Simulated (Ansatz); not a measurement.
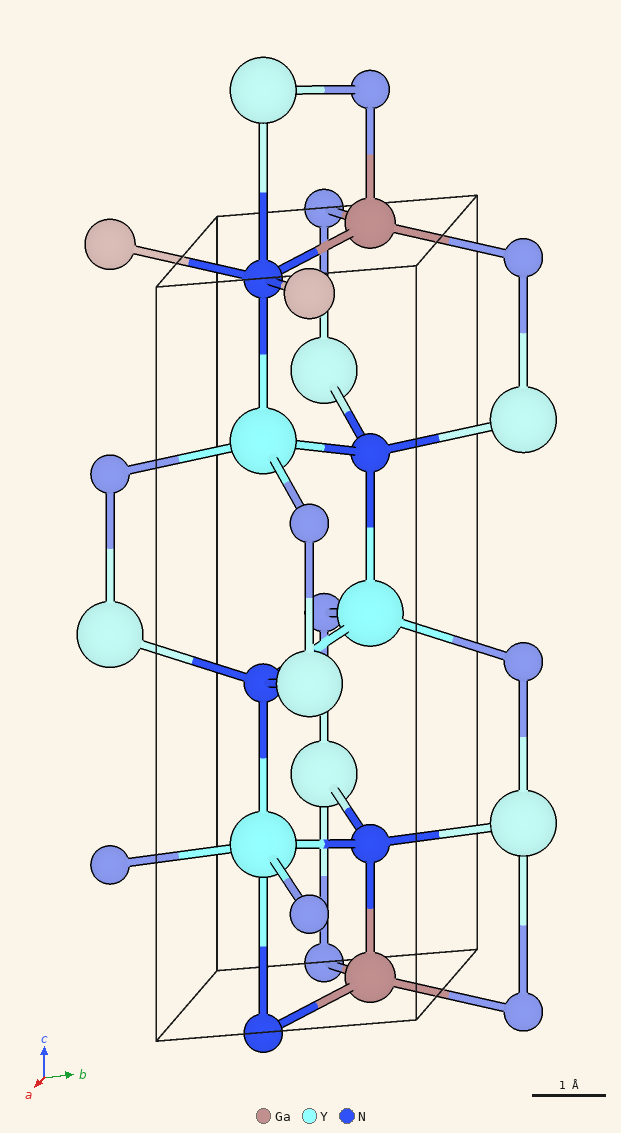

We look at a ball-and-stick model of the crystal slightly off an axis. Atoms at the boundary of the conventional unit cell (the box) are drawn once for each face, edge or corner they touch. Periodic images bonded to atoms of the box are shown as well, in fainter colours.

Y$_{3}$GaN$_{4}$, space group P3m1 (No. 156), a = 3.751 Å, b = 3.751 Å, c = 10.781 Å, α = 90.00°, β = 90.00°, γ = 120.00°. Source of the structure: a structure type filled with these elements by a generator (whether the compound takes this form wasn't checked). Earlier steps of the study, as a rule a relaxation of our own, may have changed the cell and positions, so they can lie some per cent off the listed ones. Ansatz was used for an electronic-structure calculation on it.

This one geometry was computed with Ansatz (DFT, plane waves, PAW) at five levels of theory: r2SCAN, HSE06, PBE, PBE with spin-orbit coupling and PBE0. It was relaxed beforehand with r2SCAN.

Which level gives the highest pressure at this volume, and what does that say about its equilibrium volume?

Answer. Highest: PBE (1.6 GPa) and PBE with spin-orbit coupling (1.6 GPa), which points to the largest equilibrium volume. Lowest, with the smallest volume: HSE06 (-1.0 GPa) and PBE0 (-1.0 GPa). Levels within 0.5 GPa of each other can't be told apart.

How does the band gap change with the level of theory?

Answer. PBE with spin-orbit coupling: a gap of 0.89 eV, indirect; PBE: a gap of 0.90 eV, indirect; r2SCAN: a gap of 1.15 eV, indirect; HSE06: a gap of 1.80 eV, indirect; PBE0: a gap of 2.47 eV, indirect.

Collect the results in a table.

Answer.
| level | cutoff (eV) | k-mesh of the run's cell | gap (eV) | pressure (GPa) |
| --- | --- | --- | --- | --- |
| r2SCAN | 500 | 12×12×4 | 1.15 | 0.0 |
| HSE06 | 420 | 6×6×2 | 1.80 | -1.0 |
| PBE | 420 | 12×12×4 | 0.90 | 1.6 |
| PBE with spin-orbit coupling | 420 | 12×12×4 | 0.89 | 1.6 |
| PBE0 | 420 | 6×6×2 | 2.47 | -1.0 |

Gaps are taken on the k-mesh or band path of each run.
